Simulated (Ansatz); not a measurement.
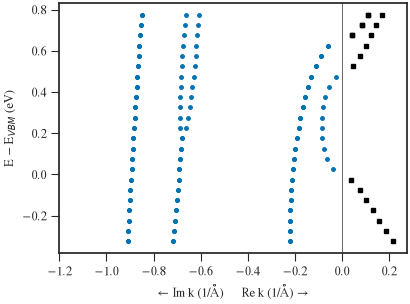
Complex bands at the centre of the two-dimensional zone; r2SCAN (Ansatz, a quantum-chemistry and plane-wave program)

No gap correction and no spin-orbit coupling; mid-gap is the computed energy nearest the middle.

Question: This is Bi2Te3 (R-3m, 5 atoms a cell, 33.7 Å³ an atom, 2 GPa at this level) along the normal of (001). Read off the slowest decay at the centre of the two-dimensional zone at 0.23 eV, the computed energy nearest the middle of the gap.

Answer: κ ≈ 0.08 1/Å, a decay length 1/(2κ) of the density of 5.9 Å.
